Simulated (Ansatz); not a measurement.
# C3H9BO3 (trimethyl borate) at HF/STO-3G

What is the vertical ionisation energy of C3H9BO3 (trimethyl borate) at HF/STO-3G? 

The results are computed with Ansatz 0.2.0.

54 further runs of the same task are left out: 54 set aside as unsound or not needed. Runs told in other sessions of the task aren't counted.

### 1 The structure to begin with

C3H9BO3 has 16 atoms, charge 0, and is taken as a singlet. SMILES: `COB(OC)OC`. Geometry: relaxed at PBE0-D4/def2-TZVP.

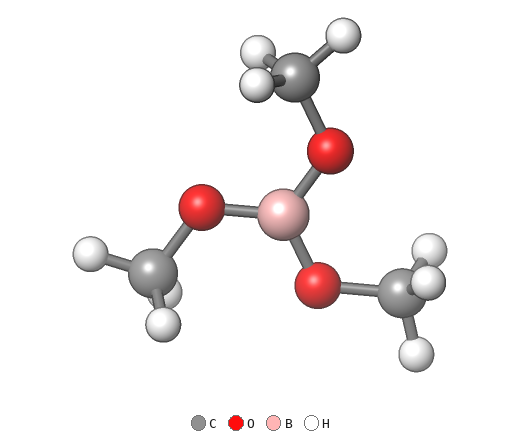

Viewed from a chosen angle; carbon grey, oxygen red, boron pink, hydrogen white.

### 2 A single-point energy at HF/STO-3G

Contents of input.yaml:

```yaml
crystal:
  periodic: [false, false, false]
  atoms:
    - symbol: C
      position_ang: [1.447870, -1.887560, -0.352660]
    - symbol: O
      position_ang: [0.682100, -1.066760, 0.503320]
    - symbol: B
      position_ang: [-0.000010, -0.000060, 0.000010]
    - symbol: O
      position_ang: [0.055870, 0.276970, -1.332890]
    - symbol: C
      position_ang: [-0.649010, 1.381340, -1.858490]
    - symbol: O
      position_ang: [-0.737990, 0.789670, 0.829590]
    - symbol: C
      position_ang: [-0.798850, 0.506220, 2.211120]
    - symbol: H
      position_ang: [0.822960, -2.352490, -1.119780]
    - symbol: H
      position_ang: [2.235300, -1.315710, -0.850730]
    - symbol: H
      position_ang: [1.903440, -2.666920, 0.258790]
    - symbol: H
      position_ang: [-1.723480, 1.287510, -1.680110]
    - symbol: H
      position_ang: [-0.465400, 1.408420, -2.932900]
    - symbol: H
      position_ang: [-0.306990, 2.318880, -1.412170]
    - symbol: H
      position_ang: [-1.437640, 1.258810, 2.674120]
    - symbol: H
      position_ang: [0.193290, 0.546900, 2.668450]
    - symbol: H
      position_ang: [-1.221450, -0.485240, 2.394340]
basis:
  gaussian:
    orbitals: STO-3G
hamiltonian:
  xc: hf
accuracy: high
output: {orbitals: {seedname: orbitals}}
```

The run is started by

```
$ ansatz run input.yaml --threads 1 --pin off --max-ram 3480MiB --events-out events.jsonl --progress --plain --runs-dir runs
```

Standard output:

```text
Warning: RAYON_NUM_THREADS=1 ignored (pool sized by the plan → 1); use --threads N
Functional definition: HF
  name "HF"
  exchange = exact_x
  correlation = 0
975 factors; integrals over basis functions are off by at most 4.5e-9 eV
mean field evaluation 1: about -9888.3176 eV, gradient 3.2e1 eV
mean field evaluation 2: about -9888.7029 eV, gradient 3.2e1 eV
mean field evaluation 4: about -9892.0422 eV, gradient 1.7e0 eV
mean field evaluation 8: about -9892.0513 eV, gradient 6.1e-5 eV
mean field -9892.05132282 eV, -363.5261810403 hartree, gradient 2.6e-8 eV, S^2 0.000000; 0 other end points of the search recorded, 0 dependent functions left out
reference -9892.05132282 eV, -363.5261810403 hartree; 28, 28 occupied and 16, 16 virtual orbitals, 975 factors
Total energy: -9892.05132282 eV, -363.5261810403 hartree
```

Run time: 0.83 s. Hardware: 1 thread of Arm Neoverse V1, shared host; peak memory 0.1 GiB.

### 3 The doublet cation

Contents of run.yaml:

```yaml
crystal:
  periodic: [false, false, false]
  atoms:
    - {symbol: C, position_ang: [1.447870, -1.887560, -0.352660]}
    - {symbol: O, position_ang: [0.682100, -1.066760, 0.503320]}
    - {symbol: B, position_ang: [-0.000010, -0.000060, 0.000010]}
    - {symbol: O, position_ang: [0.055870, 0.276970, -1.332890]}
    - {symbol: C, position_ang: [-0.649010, 1.381340, -1.858490]}
    - {symbol: O, position_ang: [-0.737990, 0.789670, 0.829590]}
    - {symbol: C, position_ang: [-0.798850, 0.506220, 2.211120]}
    - {symbol: H, position_ang: [0.822960, -2.352490, -1.119780]}
    - {symbol: H, position_ang: [2.235300, -1.315710, -0.850730]}
    - {symbol: H, position_ang: [1.903440, -2.666920, 0.258790]}
    - {symbol: H, position_ang: [-1.723480, 1.287510, -1.680110]}
    - {symbol: H, position_ang: [-0.465400, 1.408420, -2.932900]}
    - {symbol: H, position_ang: [-0.306990, 2.318880, -1.412170]}
    - {symbol: H, position_ang: [-1.437640, 1.258810, 2.674120]}
    - {symbol: H, position_ang: [0.193290, 0.546900, 2.668450]}
    - {symbol: H, position_ang: [-1.221450, -0.485240, 2.394340]}
basis:
  gaussian: {orbitals: STO-3G}
total_charge: 1
magnetization: {spin_polarized: true, initial_magnetization: 1}
hamiltonian: {xc: hf}
accuracy: high
output: {orbitals: {seedname: orbitals}}
```

The run is started by

```
$ ansatz run run.yaml --threads 1 --pin off --max-ram 3480MiB --events-out events.jsonl --progress --plain --runs-dir runs
```

Standard output:

```text
Warning: RAYON_NUM_THREADS=1 ignored (pool sized by the plan → 1); use --threads N
[... 4 set-up lines as earlier in the session ...]
972 factors; integrals over basis functions are off by at most 4.5e-9 eV
mean field evaluation 1: about -9879.5671 eV, gradient 2.3e1 eV
mean field evaluation 2: about -9879.9277 eV, gradient 2.3e1 eV
mean field evaluation 4: about -9884.6545 eV, gradient 4.0e0 eV
mean field evaluation 8: about -9885.1483 eV, gradient 2.9e-1 eV
mean field evaluation 16: about -9884.6325 eV, gradient 1.4e0 eV
mean field evaluation 32: about -9884.0574 eV, gradient 3.1e-2 eV
mean field evaluation 64: about -9884.9957 eV, gradient 5.5e-2 eV
mean field evaluation 96: about -9885.0318 eV, gradient 3.9e-1 eV
mean field evaluation 128: about -9885.1537 eV, gradient 4.3e-2 eV
mean field -9885.15379894 eV, -363.2727017130 hartree, gradient 2.4e-8 eV, S^2 0.768621; 2 other end points of the search recorded, 0 dependent functions left out
reference -9885.15379894 eV, -363.2727017130 hartree; 28, 27 occupied and 16, 17 virtual orbitals, 972 factors
Total energy: -9885.15379894 eV, -363.2727017130 hartree
```

It took 6 s on 1 thread of Arm Neoverse V1, shared host; peak memory 0.12 GiB.

### 4 Outcome

At HF/STO-3G:

```
                                          quantity          value
                     singlet C3H9BO3: total energy  -363.52618 Eh
                      singlet C3H9BO3: HOMO energy       -9.16 eV
                      singlet C3H9BO3: LUMO energy       10.64 eV
                    singlet C3H9BO3: HOMO–LUMO gap       19.80 eV
                      doublet cation: total energy  -363.27270 Eh
doublet cation: HOMO energy (highest over α and β)      -14.03 eV
 doublet cation: LUMO energy (lowest over α and β)       -4.61 eV
                              doublet cation: ⟨S²⟩          0.769
vertical ionisation energy (to the doublet cation)       6.898 eV
```

In words: Removing an electron at fixed nuclei costs 6.90 eV (159 kcal/mol). The negative HOMO energy of the first species, 9.16 eV, lies 2.26 eV above that difference. In a minimal basis such a difference can be off by several eV, whatever the method.
